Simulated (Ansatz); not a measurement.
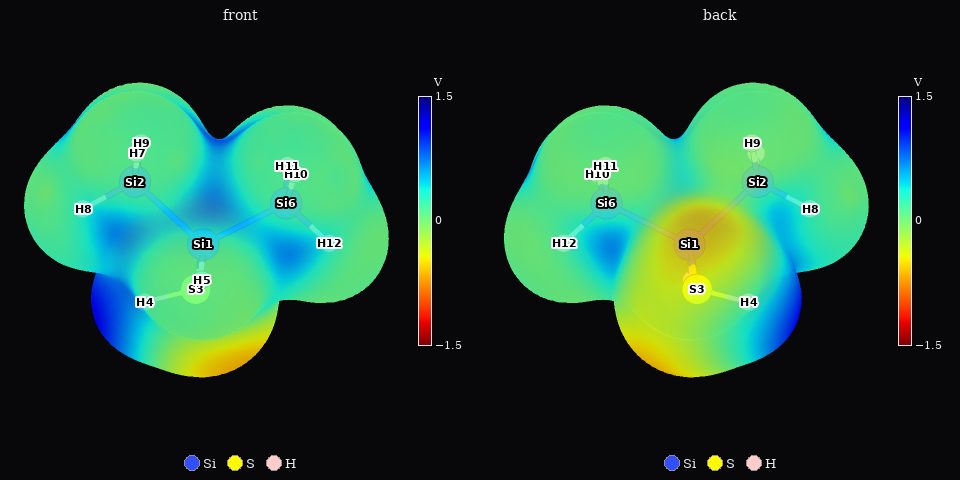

The picture shows: H₈SSi₃. The electrostatic potential painted on the density surface at 0.001 e/bohr³, seen from the front and from behind; red is negative and blue positive.

The reactant side of a reaction path; geometry: PBE0-D4/def2-TZVP.

All numbers below come from RKS PBE0-D4/def2-TZVPP (Ansatz 0.2.0).

```
atom    x (Å)    y (Å)    z (Å)
  Si  -0.2235  -0.0184  -0.7132
  Si   1.1358   1.5251   0.3979
   S   1.0048  -1.4487  -1.7476
   H   1.7625  -0.5362  -2.3799
   H  -1.1261   0.6956  -1.6623
  Si  -1.5088  -1.2545   0.7989
   H   0.3159   2.5958   1.0281
   H   2.0787   2.1508  -0.5697
   H   1.9206   0.8286   1.4508
   H  -2.4410  -0.3348   1.5050
   H  -0.6203  -1.9043   1.7977
   H  -2.2985  -2.2991   0.0945
```

Question: Where is the surface potential most negative and most positive?

Answer: The most negative region (about −0.6 V) lies over S3, the most positive (about +1.1 V) over H4.
